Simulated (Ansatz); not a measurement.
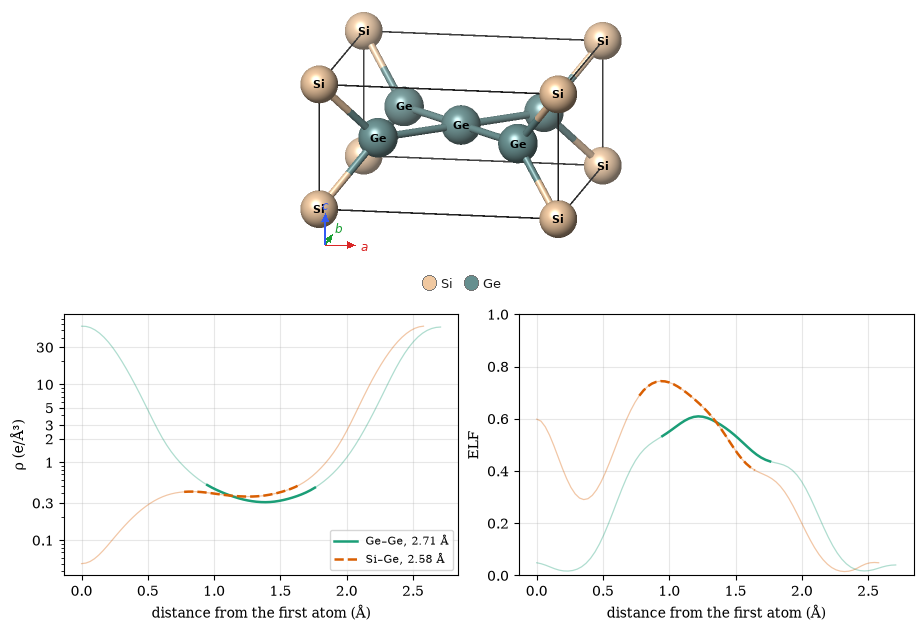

*SiGe5. Valence pseudo-density and ELF along straight lines between neighbouring atoms. Thin, pale parts lie inside the atomic spheres. The structure is drawn too.*

Space group P4/mmm; a structure generated by program, which may or may not match a known phase.

All numbers below come from DFT PBE, scalar-relativistic, plane waves, PAW (Ansatz).

Core electrons are frozen (PAW), and the valence fields are smoothed inside the atomic spheres.

> What can be read from the curves?

Ge–Ge (2.71 Å): ρ at the midpoint is about 0.31 e/Å³; the ELF peaks at about 0.60 between the atoms.
Si–Ge (2.58 Å): ρ is about 0.36 e/Å³ halfway; the ELF peaks at about 0.75 in the valence shell of Si, 0.9 Å from its nucleus, and is about 0.65 at the midpoint.
